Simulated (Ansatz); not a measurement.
```xyz
8

C    -1.1050   -2.2345   -0.7639
C    -0.8619   -1.0913   -0.0515
Al   -2.4783   -0.0721   -0.4718
Si   -2.8743   -2.2335   -1.4445
H    -2.9953    1.4134   -0.2417
H    -3.0366   -2.7745   -2.8369
H    -0.3589   -3.0412   -0.8477
H     0.0886   -0.9439    0.4778
```

Geometry: PBE0-D3(BJ)/def2-SVP.

These are results of Ansatz, isolated molecule in a Gaussian basis; Kohn-Sham density functional theory, functional PBE0, not measurements.

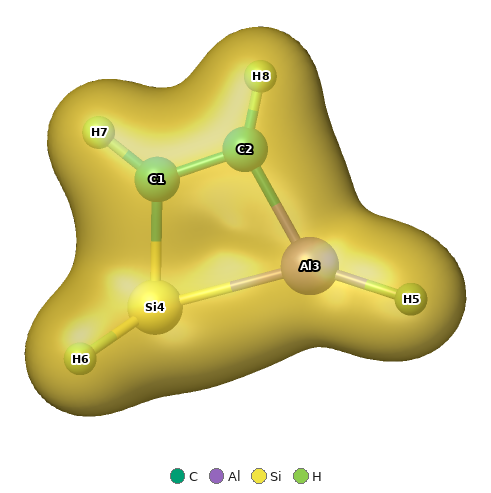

C$_{2}$H$_{4}$AlSi (doublet). Isosurface of the electron density at 0.1 e/Å³ (yellow), seen across its widest extent.

### Which contacts does the surface bridge?

At this value the surface is in one piece. It bridges the sampled C–C (1.37 Å), C–Si (1.90 Å), C–Al (1.96 Å) and Al–Si (2.40 Å) contacts, where the density stays above the isovalue. On the grid the lowest density along these lines, outside the cores, is 2.2 e/Å³ (C–C, 1.37 Å), 0.77 e/Å³ (C–Si, 1.90 Å), 0.59 e/Å³ (C–Al, 1.96 Å) and 0.38 e/Å³ (Al–Si, 2.40 Å).
